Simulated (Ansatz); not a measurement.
A computed series for SiC: pressure series

Take SiC (space group P6_3mc, No. 186; a = 3.058 Å, c = 10.012 Å) as the base.

Cell and atoms are relaxed at each pressure.

Computed with LDA/PAW in Ansatz (an electronic-structure program), scalar-relativistic without spin-orbit coupling.

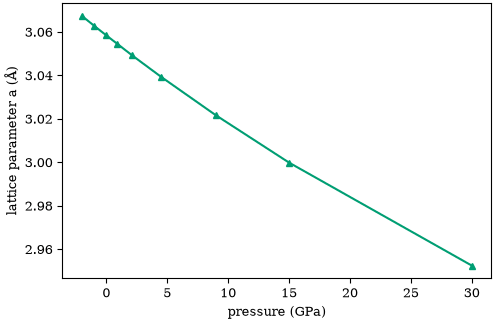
Lattice parameter a against pressure

Problem. From the plot, what is the lattice parameter a for pressure 30 GPa?

Solution. About 2.952 Å.

Problem. Is the trend monotonic over the range shown?

Solution. Yes, it falls throughout, spanning 2.952 Å to 3.067 Å.

Load acts through the strain it causes; cell and atoms are relaxed under it. Whether these cells are dynamically stable was not tested. Competing high-pressure phases were not computed.
